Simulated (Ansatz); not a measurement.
Input

```
crystal:
  periodic: [false, false, false]
  atoms:
    - {symbol: B, position_ang: [-0.426947, -1.863247, 1.463884]}
    - {symbol: C, position_ang: [-0.155809, -0.677614, 0.532641]}
    - {symbol: C, position_ang: [-0.017492, -0.859808, -0.851922]}
    - {symbol: C, position_ang: [0.227653, 0.208442, -1.696292]}
    - {symbol: C, position_ang: [0.340393, 1.488559, -1.168743]}
    - {symbol: C, position_ang: [0.208401, 1.700513, 0.197771]}
    - {symbol: C, position_ang: [-0.036996, 0.627119, 1.035522]}
    - {symbol: H, position_ang: [-0.524325, -2.970929, 1.018464]}
    - {symbol: H, position_ang: [-0.543189, -1.690305, 2.643470]}
    - {symbol: H, position_ang: [-0.106082, -1.861436, -1.259545]}
    - {symbol: H, position_ang: [0.331810, 0.051133, -2.763784]}
    - {symbol: H, position_ang: [0.532793, 2.327998, -1.828100]}
    - {symbol: H, position_ang: [0.297781, 2.702442, 0.601849]}
    - {symbol: H, position_ang: [-0.140989, 0.788031, 2.103488]}
basis:
  gaussian: {orbitals: def2-TZVPP}
hamiltonian: {xc: pbe0, dispersion: d4}
output: {orbitals: {seedname: orbitals}}
```

Launched as:

```sh
ansatz run in.yaml --threads 4 --pin off --events-out ev --progress --plain --max-ram 11315MiB
```

Geometry: PBE0-D4/def2-TZVP.

Method: RKS PBE0-D4/def2-TZVPP (Ansatz 0.2.0).

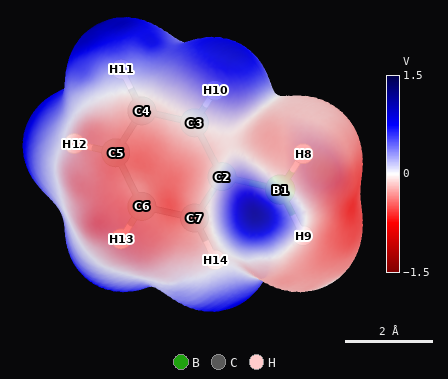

C$_{6}$H$_{7}$B (SMILES Bc1ccccc1). The electrostatic potential painted on the density surface at 0.002 e/bohr³, seen at a tilt; the colour scale runs from red (negative) to blue (positive).

Q: Which sites attract a positive test charge, and which a negative one?

A: A positive charge is drawn to the negative regions and a negative charge to the positive ones. The most negative region (about −0.6 V) lies over H8, the most positive (about +1.1 V) over B1, H11 and H12.
